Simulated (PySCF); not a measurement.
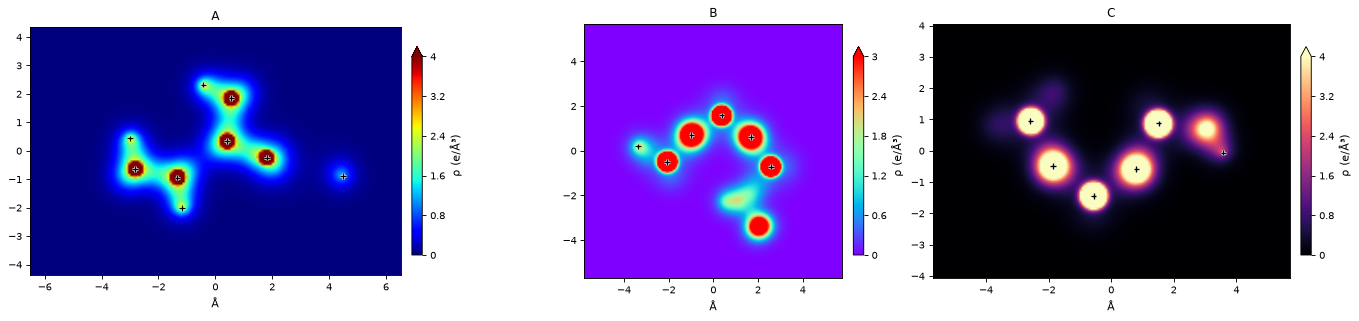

The electron density of 3 systems, each on a plane through atoms (crosses mark nuclei in the plane).

Computed with PBE0/pcSseg-1, SCF density, gas phase, non-relativistic in PySCF.

System 1: H8O3Si3 (SMILES O[SiH2]O[SiH2]O[SiH3]), the plane of atoms Si2, O3 and Si4. Geometry: GFN2-xTB.

```json
{"atom": "O", "x (Å)": "-3.3046", "y (Å)": "0.8514", "z (Å)": "-0.1456"}
{"atom": "Si", "x (Å)": "-1.7021", "y (Å)": "1.0369", "z (Å)": "-0.2846"}
{"atom": "O", "x (Å)": "-1.0184", "y (Å)": "-0.4375", "z (Å)": "-0.2864"}
{"atom": "Si", "x (Å)": "0.3196", "y (Å)": "-1.3285", "z (Å)": "-0.1420"}
{"atom": "O", "x (Å)": "1.6139", "y (Å)": "-0.3933", "z (Å)": "0.1078"}
{"atom": "Si", "x (Å)": "2.3170", "y (Å)": "1.0075", "z (Å)": "0.5135"}
{"atom": "H", "x (Å)": "-3.7697", "y (Å)": "0.1552", "z (Å)": "-0.6023"}
{"atom": "H", "x (Å)": "-1.3468", "y (Å)": "1.6599", "z (Å)": "-1.5578"}
{"atom": "H", "x (Å)": "-1.3428", "y (Å)": "1.7868", "z (Å)": "0.9068"}
{"atom": "H", "x (Å)": "0.5360", "y (Å)": "-1.9883", "z (Å)": "-1.4207"}
{"atom": "H", "x (Å)": "0.1413", "y (Å)": "-2.1688", "z (Å)": "1.0326"}
{"atom": "H", "x (Å)": "2.2828", "y (Å)": "1.1178", "z (Å)": "1.9718"}
{"atom": "H", "x (Å)": "3.6771", "y (Å)": "0.8651", "z (Å)": "-0.0008"}
{"atom": "H", "x (Å)": "1.5961", "y (Å)": "2.1153", "z (Å)": "-0.1143"}
```

System 2: C7H14O2Si (SMILES C[C@H]1C[C@](C)(C(=O)[SiH2]O)C1), the plane of atoms C2, C1 and H11. Geometry: GFN2-xTB.

```yaml
atoms:
  - { symbol: C, position_ang: [3.0902, 0.2385, -0.5080] }
  - { symbol: C, position_ang: [1.7090, -0.3867, -0.5796] }
  - { symbol: C, position_ang: [1.0964, -0.8246, 0.7633] }
  - { symbol: C, position_ang: [-0.1463, 0.0393, 0.4713] }
  - { symbol: C, position_ang: [-0.4946, 1.0779, 1.5327] }
  - { symbol: C, position_ang: [-1.3999, -0.7536, 0.1931] }
  - { symbol: O, position_ang: [-1.5769, -1.8596, 0.6674] }
  - { symbol: Si, position_ang: [-2.8288, -0.0607, -0.8995] }
  - { symbol: O, position_ang: [-4.0712, -1.0560, -0.6122] }
  - { symbol: C, position_ang: [0.5384, 0.5929, -0.7924] }
  - { symbol: H, position_ang: [3.1134, 1.0306, 0.2373] }
  - { symbol: H, position_ang: [3.3658, 0.6641, -1.4708] }
  - { symbol: H, position_ang: [3.8320, -0.5097, -0.2369] }
  - { symbol: H, position_ang: [1.7099, -1.1926, -1.3160] }
  - { symbol: H, position_ang: [1.6641, -0.4933, 1.6306] }
  - { symbol: H, position_ang: [0.8838, -1.8875, 0.8625] }
  - { symbol: H, position_ang: [0.3905, 1.6562, 1.7893] }
  - { symbol: H, position_ang: [-1.2604, 1.7568, 1.1639] }
  - { symbol: H, position_ang: [-0.8616, 0.5891, 2.4335] }
  - { symbol: H, position_ang: [-2.4591, -0.1364, -2.3111] }
  - { symbol: H, position_ang: [-3.2112, 1.2847, -0.4896] }
  - { symbol: H, position_ang: [-3.9035, -1.8526, -0.1070] }
  - { symbol: H, position_ang: [0.8283, 1.6378, -0.6974] }
  - { symbol: H, position_ang: [-0.0202, 0.4654, -1.7169] }
```

System 3: CH8F2O2Si3 (SMILES FC(F)[SiH2]O[SiH2]O[SiH3]), the plane of atoms O7, Si8 and H16. Geometry: GFN2-xTB.

```xyz
16

F    -0.7928   -0.1059   -1.9912
C    -1.5297    0.5136   -1.0227
F    -2.6242    1.0191   -1.6629
Si   -2.0236   -0.7438    0.3653
O    -0.6907   -1.1167    1.1788
Si    0.8959   -1.2274    1.5515
O     1.7177   -0.0355    0.8547
Si    2.1818    1.2143   -0.0776
H    -0.9356    1.3755   -0.6854
H    -2.5322   -1.9464   -0.2813
H    -2.9285   -0.0508    1.2756
H     1.3717   -2.4883    1.0066
H     0.9520   -1.0168    2.9891
H     1.4293    2.3843    0.3844
H     1.8898    0.8855   -1.4683
H     3.6116    1.3481    0.1889
```

**Match each panel to its system.**

Panel A is system 2, C7H14O2Si: the plane holds C and H. C–C (1.51 Å): the density is about 1.7 e/Å³ at the midpoint. Panel B is system 3, CH8F2O2Si3: the plane holds Si, O and H. Si–O (1.61 Å): ρ at the midpoint is about 1.2 e/Å³. Panel C is system 1, H8O3Si3: the plane holds Si, O and H. Si–O (1.61 Å): ρ is about 1.2 e/Å³ halfway.
